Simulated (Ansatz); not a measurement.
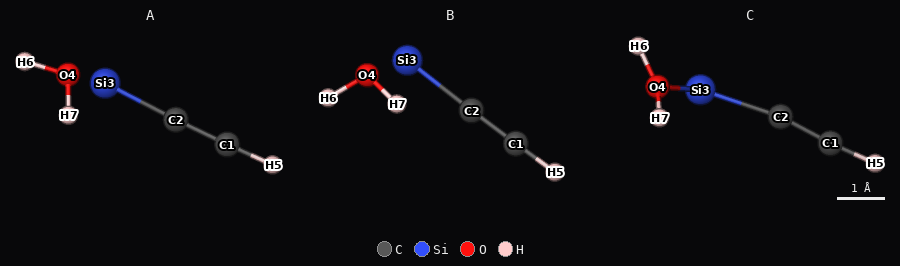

3 geometries from one relaxation of C2H3OSi (multiplicity 2), in shuffled order. The picture is a ball-and-stick view, seen from a free direction.

The run prepares an end point of a later path (hydrogen shift) calculation, from a guessed geometry.

Computed with Ansatz 0.2.0, UKS r2SCAN-D4/def2-SVP. Set-up: collinear spin; force threshold 0.02 eV/Å; at most 50 steps.

### Order the frames from highest to lowest energy.

C, A, B. They are steps 0, 5, 15, at +202.7 kJ/mol, +5.84 kJ/mol relative to the last. After 14 accepted moves (15 points after the start) the energy has fallen by 202.7 kJ/mol. Largest force component: 7.6 eV/Å at the start, 0.01 eV/Å at the end. The line search rejected the trial step at point 11 of the run. The forces were under the threshold at step 12, but the run went on from there. The largest move after the best rigid fit is that of H6, 1.15 Å. Largest moves by element: H 1.15 Å, Si 0.81 Å, C 0.35 Å, O 0.33 Å. Near-neighbour distances that change, for instance: Si3–H6 1.966 → 2.621 Å, Si3–O4 1.637 → 2.125 Å, C1–C2 1.209 → 1.237 Å, C1–H5 1.052 → 1.076 Å. Among the angles between lasting bonds that change: H6–O4–H7 143.6° → 106.2°, C1–C2–Si3 168.7° → 177.6°, C2–C1–H5 175.4° → 179.1°.
